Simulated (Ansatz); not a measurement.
**AlBH2OF2 (SMILES O[B](F)[AlH][F]) at B2PLYP/6-31G(d) (spherical functions)**

What is the vertical singlet–triplet gap of AlBH2OF2 at B2PLYP/6-31G* (spherical functions)? 

Program for the calculation: Ansatz 0.2.0.

128 further runs of the same task are left out: 128 set aside as unsound or not needed.

## Step 1: The molecule

AlBH2OF2: 7 atoms, total charge 0, spin state singlet. As SMILES, `O[B](F)[AlH][F]`. The coordinates come from a PBE0-D4/def2-TZVP relaxation. This is one conformer, not always the lowest.

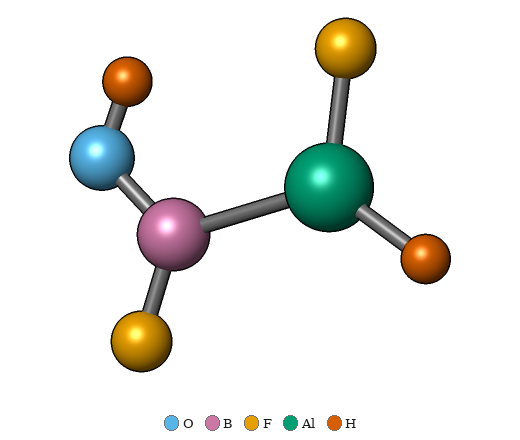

The structure, seen from a chosen angle (oxygen blue, boron pink, fluorine amber, aluminium teal, hydrogen orange).

## Step 2: The energy at B2PLYP/6-31G(d) (spherical functions)

File input.yaml:

```yaml
crystal:
  periodic: [false, false, false]
  atoms:
    - {symbol: O, position_ang: [0.462300, -0.166500, 1.769000]}
    - {symbol: B, position_ang: [0.511800, -0.675600, 0.519100]}
    - {symbol: F, position_ang: [1.170800, -1.824800, 0.394500]}
    - {symbol: Al, position_ang: [-0.411500, 0.301600, -1.162100]}
    - {symbol: F, position_ang: [-1.152700, 1.713100, -0.697800]}
    - {symbol: H, position_ang: [-0.019900, 0.662300, 1.825000]}
    - {symbol: H, position_ang: [-0.499600, -0.078200, -2.693300]}
basis:
  gaussian:
    orbitals: 6-31G_st_-spherical.json
hamiltonian:
  xc: {name: B2PLYP}
output: {orbitals: {seedname: orbitals}}
accuracy: high
correlation:
  frozen_orbitals: {Al: 5, B: 1, F: 1, H: 0, O: 1}
```

The basis set 6-31G* is read from a file made from the Basis Set Exchange's data (not shown).

The run is started by

```sh
$ ansatz run input.yaml --threads 1 --pin off --max-ram 3480MiB --events-out events.jsonl --progress --plain --runs-dir runs
```

The log of the run:

```text
Warning: RAYON_NUM_THREADS=1 ignored (pool sized by the plan → 1); use --threads N
Functional definition: B2PLYP
  name "B2PLYP"
  parameter a = 0.53
  parameter c = 0.27
  exchange = (1 - a)*b88_x + a*exact_x
  correlation = (1 - c)*lyp_c + c*(mp2_os + mp2_ss)
1697 factors; integrals over basis functions are off by at most 5.8e-9 eV
mean field evaluation 1: about -14769.7497 eV, gradient 5.2e1 eV
mean field evaluation 2: about -14769.7899 eV, gradient 5.2e1 eV
mean field evaluation 4: about -14774.3108 eV, gradient 3.0e0 eV
mean field evaluation 8: about -14774.3331 eV, gradient 2.9e-1 eV
mean field evaluation 16: about -14774.3333 eV, gradient 3.2e-5 eV
mean field -14774.33328387 eV, -542.9467337796 hartree, gradient 6.6e-8 eV, S^2 0.000000; 0 other end points of the search recorded, 0 dependent functions left out
9 core orbitals not correlated: weight in the atoms' cores, before any rotation towards them, 1.000 or more for the frozen orbitals, at most 0.000 for the correlated occupied ones
reference -14774.33330877 eV, -542.9467346944 hartree; 14, 14 occupied and 55, 55 virtual orbitals, 1697 factors
second order -21.30201498 eV of doubles, -0.00000000 eV of singles
Total energy: -14780.08485281 eV, -543.1581000396 hartree
```

Wall time 9.9 s (1 thread of Arm Neoverse V1, shared host); peak memory 0.24 GiB.

## Step 3: The triplet

input.yaml: that of step 2 with these lines changed.

```diff
@@ -11,9 +11,7 @@
 basis:
-  gaussian:
-    orbitals: 6-31G_st_-spherical.json
-hamiltonian:
-  xc: {name: B2PLYP}
+  gaussian: {orbitals: 6-31G_st_-spherical.json}
+magnetization: {spin_polarized: true, initial_magnetization: 2}
+hamiltonian: {xc: {name: B2PLYP}}
+correlation: {frozen_orbitals: {Al: 5, B: 1, F: 1, H: 0, O: 1}}
+accuracy: high
 output: {orbitals: {seedname: orbitals}}
-accuracy: high
-correlation:
-  frozen_orbitals: {Al: 5, B: 1, F: 1, H: 0, O: 1}
```

The basis set 6-31G* is read from a file made from the Basis Set Exchange's data (not shown).

The run is started by

```sh
$ ansatz run input.yaml --threads 1 --pin off --max-ram 3480MiB --events-out events.jsonl --progress --plain --runs-dir runs
```

The log of the run, shortened:

```text
Warning: RAYON_NUM_THREADS=1 ignored (pool sized by the plan → 1); use --threads N
Functional definition: B2PLYP
  name "B2PLYP"
[...]
1697 factors; integrals over basis functions are off by at most 5.8e-9 eV
[...]
mean field -14770.42431189 eV, -542.8030817088 hartree, gradient 7.9e-8 eV, S^2 2.004382; 0 other end points of the search recorded, 0 dependent functions left out
9 core orbitals not correlated: weight in the atoms' cores, before any rotation towards them, 1.000 or more for the frozen orbitals, at most 0.000 for the correlated occupied ones
reference -14770.42433648 eV, -542.8030826126 hartree; 15, 13 occupied and 54, 56 virtual orbitals, 1697 factors
second order -21.31524799 eV of doubles, -0.00000000 eV of singles
Total energy: -14776.17945344 eV, -543.0145792598 hartree
```

Wall time 16 s (1 thread of Arm Neoverse V1, shared host); peak memory 0.36 GiB.

## Step 4: Outcome

Level: B2PLYP/6-31G* (spherical functions), 9 core orbitals frozen.

| quantity | value |
| --- | --- |
| singlet: total energy | -543.15810 Eh |
| singlet: HOMO energy (SCF part's orbitals) | -8.89 eV |
| singlet: LUMO energy (SCF part's orbitals) | -0.82 eV |
| singlet: HOMO–LUMO gap (SCF part's orbitals) | 8.07 eV |
| triplet: total energy | -543.01458 Eh |
| triplet: HOMO energy (SCF part's orbitals) (highest over α and β) | -5.13 eV |
| triplet: LUMO energy (SCF part's orbitals) (lowest over α and β) | -4.47 eV |
| triplet: ⟨S²⟩ | 2.004 |
| vertical energy of the triplet above the singlet | 3.905 eV |

At this shape the triplet lies 3.91 eV (377 kJ/mol) above the singlet.
